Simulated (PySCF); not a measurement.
# C4H7BO: electronic excitations and core binding energies

Wanted: the electronic excitations and core binding energies of C4H7BO (`BOC1=CCC1`), by calculation.

Programs: PySCF 2.14.0, with density-fitted response routines of our own. Each step states its level of theory. These are calculated values for one molecule in the gas phase, unless marked as measured. Atoms count from 0, in the outputs and in this text.

## (1) The starting structure

13 atoms, charge 0, multiplicity 1; geometry from: GFN2-xTB.

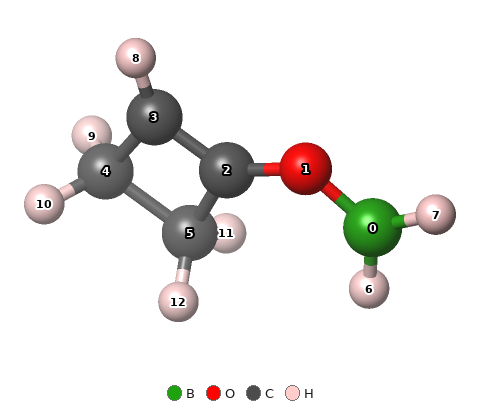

The starting geometry (boron green, oxygen red, carbon dark grey, hydrogen pink), atoms numbered.

## (2) Excited states and response: B3LYP/def2-SVPD

The job: settings as JSON, then the geometry in Å.

```
{"job": {"kind": "uv", "xc": "B3LYP", "basis": "def2-SVPD", "nstates": 8, "ntriplets": 3}, "charge": 0, "multiplicity": 1}
B      2.486704    -0.310311     0.055462
O      1.552624     0.437624    -0.529562
C      0.225875     0.340444    -0.325448
C     -0.821041     1.001000    -0.824260
C     -1.818154     0.205082    -0.023429
C     -0.602029    -0.563331     0.556349
H      2.227654    -1.157226     0.834182
H      3.588647    -0.067103    -0.259043
H     -0.943505     1.800495    -1.529334
H     -2.502842    -0.403169    -0.611944
H     -2.385426     0.778213     0.707912
H     -0.564872    -1.621341     0.305002
H     -0.448022    -0.439892     1.626385
```

Method: TDDFT B3LYP/def2-SVPD, vertical, gas phase, core orbitals frozen in the response.

Started as:

```console
OMP_NUM_THREADS=1 python probes_run.py task.json out
```

One launch serves the whole session: the jobs run in the order shown.

Output:

```text
coarse grid: 10856 points
cycle   1  E = -256.3851767438  dE =  8.298e-01  |g| = 5.738e-01  |ddm| = 7.274e+00
cycle   2  E = -256.3006374013  dE =  8.454e-02  |g| = 8.728e-01  |ddm| = 1.690e+00
cycle   3  E = -256.4522905492  dE = -1.517e-01  |g| = 9.994e-02  |ddm| = 1.106e+00
cycle   4  E = -256.4541400199  dE = -1.849e-03  |g| = 3.995e-02  |ddm| = 1.951e-01
cycle   5  E = -256.4544801681  dE = -3.401e-04  |g| = 1.205e-02  |ddm| = 7.367e-02
cycle   6  E = -256.4545124637  dE = -3.230e-05  |g| = 5.785e-03  |ddm| = 2.928e-02
cycle   7  E = -256.4545208125  dE = -8.349e-06  |g| = 9.226e-04  |ddm| = 9.539e-03
final grid: 104856 points
cycle   8  E = -256.5109729303  dE = -4.475e-05  |g| = 4.857e-03  |ddm| = 1.532e-01
cycle   9  E = -256.5109685230  dE =  4.407e-06  |g| = 6.535e-03  |ddm| = 1.803e-02
cycle  10  E = -256.5109789750  dE = -1.045e-05  |g| = 6.537e-04  |ddm| = 1.048e-02
cycle  11  E = -256.5109790493  dE = -7.429e-08  |g| = 2.756e-04  |ddm| = 1.080e-03
cycle  12  E = -256.5109790631  dE = -1.383e-08  |g| = 6.517e-05  |ddm| = 4.707e-04
cycle  13  E = -256.5109790639  dE = -7.650e-10  |g| = 3.588e-05  |ddm| = 1.479e-04
cycle  14  E = -256.5109790642  dE = -3.186e-10  |g| = 6.588e-06  |ddm| = 7.368e-05
converged SCF energy = -256.5109790642

Static polarisability (au): isotropic 65.684, principal 46.650 61.503 88.900

Singlet excitations
state   eV       nm        f      main configurations
  1   5.2224    237.4   0.19215   H->L 0.97
  2   5.9886    207.0   0.00010   H-1->L 0.98
  3   6.3604    194.9   0.00059   H->L+1 0.96
  4   6.8630    180.7   0.00144   H->L+3 0.95
  5   7.1407    173.6   0.02102   H->L+4 0.97
  6   7.2068    172.0   0.17735   H->L+2 0.91
  7   7.3356    169.0   0.00015   H-2->L 0.75, H-3->L 0.13
  8   7.5342    164.6   0.00252   H->L+5 0.90

Triplet excitations (Tamm-Dancoff, eV): 4.0047 5.3263 5.5373
```

Run time: 47 s. Hardware: 1 thread of Arm Neoverse N1, shared host; peak memory 0.71 GiB.

The orbitals next to the gap, with their largest atomic shares:

```
orbital     eV                      atoms
 HOMO−3  -9.90  C5 25 %, C4 19 %, B0 15 %
 HOMO−2  -9.44  C4 22 %, C5 22 %, C3 19 %
 HOMO−1  -8.43  O1 30 %, B0 21 %, H6 12 %
   HOMO  -6.79  C3 33 %, C2 27 %, O1 12 %
   LUMO  -1.05  B0 44 %, O1 19 %, H6 10 %
 LUMO+1   0.46   B0 33 %, C5 13 %, C4 9 %
 LUMO+2   0.68  C2 29 %, C3 26 %, O1 14 %
```

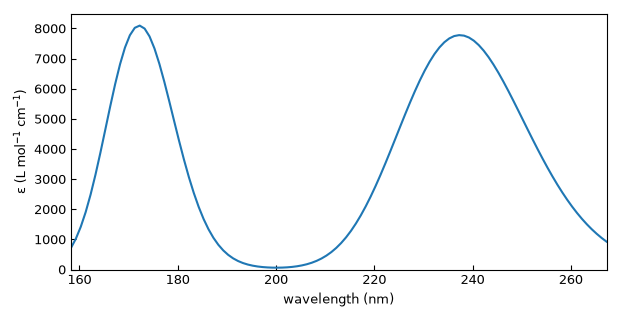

Absorption spectrum: each of the 8 states is a Gaussian band of 0.4 eV half-width at 1/e. Beyond the last state computed it falls off for lack of states.

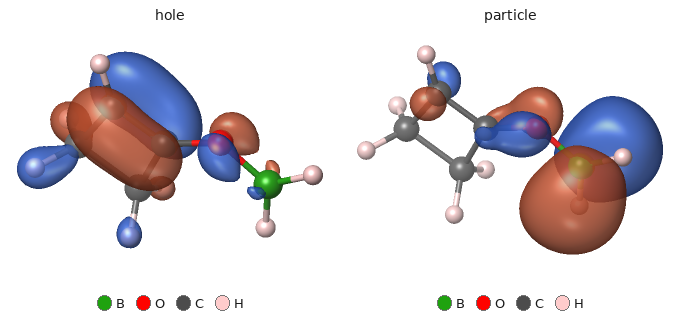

Leading natural transition orbitals of singlet state 1: the electron leaves the hole (left) for the particle orbital (right).

Ground-state properties from the same run:

```
           property  computed
  dipole moment (D)      1.40
polarisability (Å³)      9.73
 HOMO–LUMO gap (eV)      5.75
      −ε(HOMO) (eV)      6.79
```

Orbitals, density, ELF and potential are computed afterwards from the orbital file.

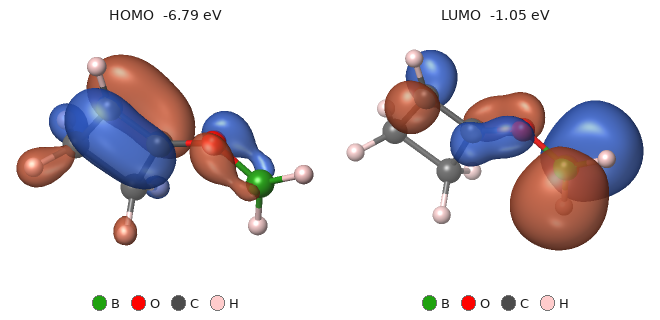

B3LYP/def2-SVPD orbitals near the gap, drawn at the value that encloses 70 % of each; the two colours are the two signs.

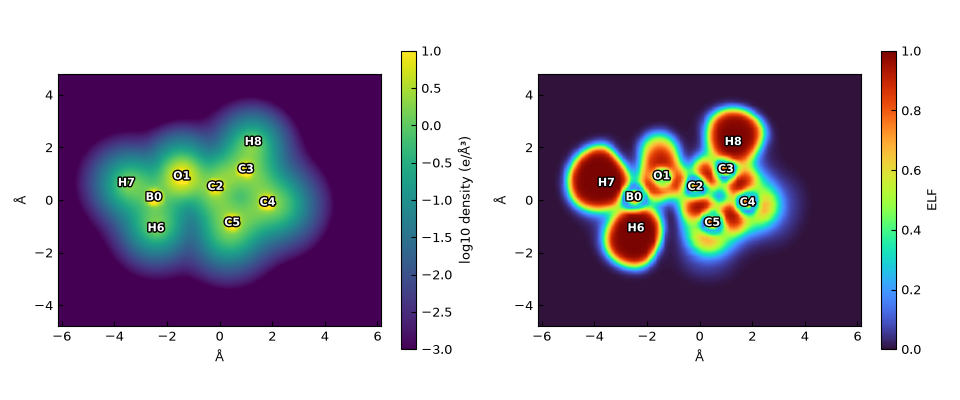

Density (left) and ELF (right) in a plane through or near 9 of the atoms.

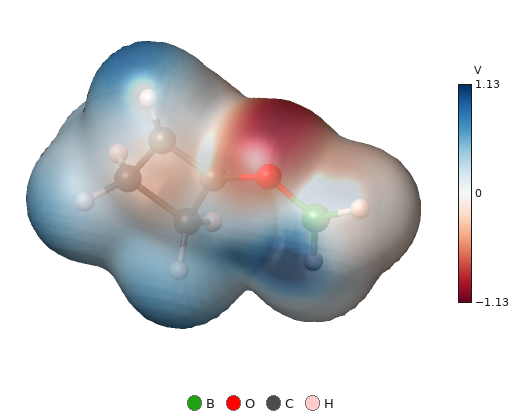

Electrostatic potential on the surface of density 0.002 e/bohr³; red is low, blue high. It runs from -0.87 V near O1 to 1.13 V near B0.

## (3) Core-electron binding energies: SCAN, X2C

Same as in step 2 but for these lines:

```diff
@@ -1,2 +1,2 @@
-{"job": {"kind": "uv", "xc": "B3LYP", "basis": "def2-SVPD", "nstates": 8, "ntriplets": 3}, "charge": 0, "multiplicity": 1}
+{"job": {"kind": "xps"}, "charge": 0, "multiplicity": 1}
 B      2.486704    -0.310311     0.055462
```

With the program's defaults for keys left out, this is: delta-SCF UKS SCAN, pcX-2 on the ionised atom, pcseg-1 elsewhere, spin-free X2C.

Output:

```text
ground state, core basis on atom 0 (B), 150 functions
  cycle   1  E = -256.55443294  |g| = 5.67e-01
  cycle   2  E = -256.45680776  |g| = 8.80e-01
  cycle   3  E = -256.62211074  |g| = 1.51e-01
  cycle   4  E = -256.62710992  |g| = 3.92e-02
  cycle   5  E = -256.62745194  |g| = 1.29e-02
  cycle   6  E = -256.62748634  |g| = 5.86e-03
  cycle   7  E = -256.62749465  |g| = 3.20e-03
  cycle   8  E = -256.62749842  |g| = 7.11e-04
  cycle   9  E = -256.62749743  |g| = 2.63e-04
  E(ground) = -256.64017375 Eh
hole in B 1s of atom 0
  cycle   1  E = -249.00264596  |g| = 1.16e+00
  cycle   2  E = -247.50923468  |g| = 1.82e+00
  cycle   3  E = -249.17531213  |g| = 6.21e-01
  cycle   4  E = -249.36584657  |g| = 3.04e-01
  cycle   5  E = -249.41481028  |g| = 1.14e-01
  cycle   6  E = -249.42142624  |g| = 6.70e-02
  cycle   7  E = -249.42449870  |g| = 3.24e-02
  cycle   8  E = -249.42563591  |g| = 1.74e-02
  cycle   9  E = -249.42608170  |g| = 1.63e-02
  cycle  10  E = -249.42636179  |g| = 6.73e-03
  cycle  11  E = -249.42639706  |g| = 3.25e-03
  cycle  12  E = -249.42640650  |g| = 1.36e-03
  cycle  13  E = -249.42640962  |g| = 7.56e-04
  cycle  14  E = -249.42641008  |g| = 4.86e-04
  E(ion) = -249.43780660 Eh   <S^2> = 1.1353   hole on atom = 1.000   binding energy = 195.986 eV
ground state, core basis on atom 1 (O), 150 functions
  cycle   1  E = -256.66252343  |g| = 1.07e-01
  cycle   2  E = -256.66042020  |g| = 1.20e-01
  cycle   3  E = -256.66245329  |g| = 5.76e-02
  cycle   4  E = -256.66304524  |g| = 1.57e-02
  cycle   5  E = -256.66311265  |g| = 1.38e-03
  cycle   6  E = -256.66311366  |g| = 5.28e-04
  cycle   7  E = -256.66311314  |g| = 8.08e-05
  E(ground) = -256.67266140 Eh
hole in O 1s of atom 1
  cycle   1  E = -236.01084565  |g| = 2.23e+00
  cycle   2  E = -235.12924885  |g| = 2.42e+00
  cycle   3  E = -236.55496096  |g| = 7.45e-01
  cycle   4  E = -236.66185172  |g| = 5.76e-01
  cycle   5  E = -236.83416680  |g| = 8.51e-02
  cycle   6  E = -236.83638454  |g| = 4.60e-02
  cycle   7  E = -236.83747270  |g| = 6.77e-03
  cycle   8  E = -236.83749700  |g| = 2.43e-03
  cycle   9  E = -236.83750298  |g| = 1.45e-03
  cycle  10  E = -236.83750732  |g| = 1.15e-03
  cycle  11  E = -236.83751196  |g| = 1.03e-03
  cycle  12  E = -236.83752349  |g| = 8.10e-04
  cycle  13  E = -236.83753440  |g| = 4.33e-04
  E(ion) = -236.84790889 Eh   <S^2> = 0.7670   hole on atom = 1.000   binding energy = 539.459 eV
ground state, core basis on atom 2 (C), 150 functions
  cycle   1  E = -256.63697775  |g| = 1.06e-01
  cycle   2  E = -256.63246291  |g| = 1.78e-01
  cycle   3  E = -256.63830934  |g| = 2.28e-02
  cycle   4  E = -256.63831312  |g| = 2.11e-02
  cycle   5  E = -256.63842995  |g| = 1.31e-03
  cycle   6  E = -256.63843066  |g| = 4.63e-04
  E(ground) = -256.65060137 Eh
hole in C 1s of atom 2
  cycle   1  E = -245.32856173  |g| = 1.52e+00
  cycle   2  E = -243.71418640  |g| = 2.40e+00
  cycle   3  E = -245.79953284  |g| = 4.85e-01
  cycle   4  E = -245.83068409  |g| = 4.17e-01
  cycle   5  E = -245.90258717  |g| = 1.10e-01
  cycle   6  E = -245.90762828  |g| = 2.48e-02
  cycle   7  E = -245.90800789  |g| = 1.37e-02
  cycle   8  E = -245.90819067  |g| = 6.63e-03
  cycle   9  E = -245.90828654  |g| = 6.03e-03
  cycle  10  E = -245.90835671  |g| = 3.07e-03
  cycle  11  E = -245.90837688  |g| = 1.79e-03
  cycle  12  E = -245.90838043  |g| = 5.28e-04
  cycle  13  E = -245.90838004  |g| = 1.78e-04
  E(ion) = -245.92026000 Eh   <S^2> = 0.8302   hole on atom = 1.000   binding energy = 291.987 eV
ground state, core basis on atom 3 (C), 150 functions
  cycle   1  E = -256.63563996  |g| = 6.16e-02
  cycle   2  E = -256.63508878  |g| = 5.29e-02
  cycle   3  E = -256.63532805  |g| = 4.30e-02
  cycle   4  E = -256.63580034  |g| = 9.15e-03
  cycle   5  E = -256.63581980  |g| = 1.47e-03
  cycle   6  E = -256.63581916  |g| = 3.87e-04
  E(ground) = -256.64816653 Eh
hole in C 1s of atom 3
  cycle   1  E = -245.39149086  |g| = 1.52e+00
  cycle   2  E = -244.51027040  |g| = 1.96e+00
  cycle   3  E = -245.87537141  |g| = 4.83e-01
  cycle   4  E = -245.92471426  |g| = 3.58e-01
  cycle   5  E = -245.97353031  |g| = 9.06e-02
  cycle   6  E = -245.97666229  |g| = 2.57e-02
  cycle   7  E = -245.97698367  |g| = 1.09e-02
  cycle   8  E = -245.97706273  |g| = 5.18e-03
  cycle   9  E = -245.97708463  |g| = 2.66e-03
  cycle  10  E = -245.97709688  |g| = 1.46e-03
  cycle  11  E = -245.97710033  |g| = 3.88e-04
  E(ion) = -245.98884322 Eh   <S^2> = 0.7880   hole on atom = 1.000   binding energy = 290.055 eV
ground state, core basis on atom 4 (C), 150 functions
  cycle   1  E = -256.63404262  |g| = 5.96e-02
  cycle   2  E = -256.63370236  |g| = 4.17e-02
  cycle   3  E = -256.63367765  |g| = 4.26e-02
  cycle   4  E = -256.63415227  |g| = 9.20e-03
  cycle   5  E = -256.63417547  |g| = 9.06e-04
  cycle   6  E = -256.63417466  |g| = 3.16e-04
  E(ground) = -256.64601175 Eh
hole in C 1s of atom 4
  cycle   1  E = -245.37962773  |g| = 1.51e+00
  cycle   2  E = -244.65312249  |g| = 1.87e+00
  cycle   3  E = -245.87464377  |g| = 4.04e-01
  cycle   4  E = -245.89266675  |g| = 3.30e-01
  cycle   5  E = -245.94446704  |g| = 6.33e-02
  cycle   6  E = -245.94602328  |g| = 1.54e-02
  cycle   7  E = -245.94613518  |g| = 8.01e-03
  cycle   8  E = -245.94617355  |g| = 2.20e-03
  cycle   9  E = -245.94617957  |g| = 1.63e-03
  cycle  10  E = -245.94618240  |g| = 1.13e-03
  cycle  11  E = -245.94618402  |g| = 5.03e-04
  cycle  12  E = -245.94618426  |g| = 3.56e-04
  E(ion) = -245.95730178 Eh   <S^2> = 0.7703   hole on atom = 1.000   binding energy = 290.855 eV
ground state, core basis on atom 5 (C), 150 functions
  cycle   1  E = -256.63404936  |g| = 5.86e-02
  cycle   2  E = -256.63394555  |g| = 2.83e-02
  cycle   3  E = -256.63391301  |g| = 2.99e-02
  cycle   4  E = -256.63412059  |g| = 9.71e-03
  cycle   5  E = -256.63414320  |g| = 3.00e-04
  cycle   6  E = -256.63414379  |g| = 1.53e-04
  E(ground) = -256.64604731 Eh
hole in C 1s of atom 5
  cycle   1  E = -245.37569679  |g| = 1.51e+00
  cycle   2  E = -244.47163885  |g| = 1.98e+00
  cycle   3  E = -245.85540124  |g| = 4.52e-01
  cycle   4  E = -245.89217621  |g| = 3.36e-01
  cycle   5  E = -245.94059795  |g| = 6.28e-02
  cycle   6  E = -245.94164629  |g| = 3.62e-02
  cycle   7  E = -245.94221570  |g| = 1.30e-02
  cycle   8  E = -245.94230437  |g| = 2.85e-03
  cycle   9  E = -245.94231369  |g| = 1.62e-03
  cycle  10  E = -245.94232039  |g| = 1.16e-03
  cycle  11  E = -245.94232322  |g| = 8.14e-04
  cycle  12  E = -245.94232694  |g| = 6.46e-04
  cycle  13  E = -245.94232988  |g| = 4.12e-04
  E(ion) = -245.95407737 Eh   <S^2> = 0.7715   hole on atom = 1.000   binding energy = 290.943 eV
```

It took 2 min on 1 thread of Arm Neoverse N1, shared host; peak memory 0.47 GiB.

The holes in one table. −ε is the ground-state orbital energy:

```
     hole  stands for                                    environment          ΔSCF (eV)  −ε (eV)   ⟨S²⟩
B1s on B0          B0                         boron bonded to O, 2 H  195.99 (doubtful)    180.6  1.135
O1s on O1          O1                          oxygen bonded to C, B             539.46    518.0  0.767
C1s on C2          C2                   alkene carbon bearing oxygen             291.99    275.4  0.830
C1s on C3          C3  β carbon of an enol-ether or enamine type C=C             290.05    273.6  0.788
C1s on C4          C4                                allylic sp3 CH2             290.85    273.9  0.770
C1s on C5          C5                                allylic sp3 CH2             290.94    274.0  0.771
```

Doubtful: the ion did not converge, its hole moved, or its ⟨S²⟩ is well above 0.75.

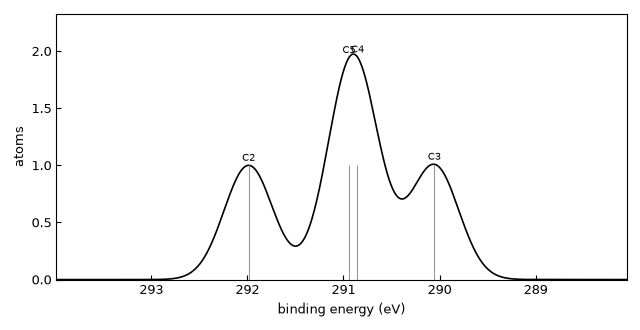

The C1s photoelectron lines, weighted by the number of atoms. Lines are broadened to a width of 0.60 eV (Gaussian).

## (4) Outcome

| quantity | value |
| --- | --- |
| lowest singlet (B3LYP/def2-SVPD) | 5.22 eV (237 nm), f = 0.192 |
| lowest triplet | 4.00 eV |
| surface potential, least and greatest | -0.87 V and 1.13 V |
| C1s binding energies, SCAN/pcX-2 | C2 291.99, C5 290.94, C4 290.85, C3 290.05 eV |
| O1s binding energies, SCAN/pcX-2 | O1 539.46 eV |

**Reading.** The lowest singlet, at 5.22 eV, is HOMO→LUMO 0.97 and is bright. The lowest triplet lies 1.22 eV below the lowest singlet (triplets in Tamm-Dancoff, singlets in full TDDFT). By nearest atom (B3LYP/def2-SVPD), the HOMO sits on C3 37 %; C2 29 % and the LUMO on B0 41 %; H6, H7 about 16 % each. The C1s levels kept as sound span 1.93 eV, from C3 (β carbon of an enol-ether or enamine type C=C) up to C2 (alkene carbon bearing oxygen).
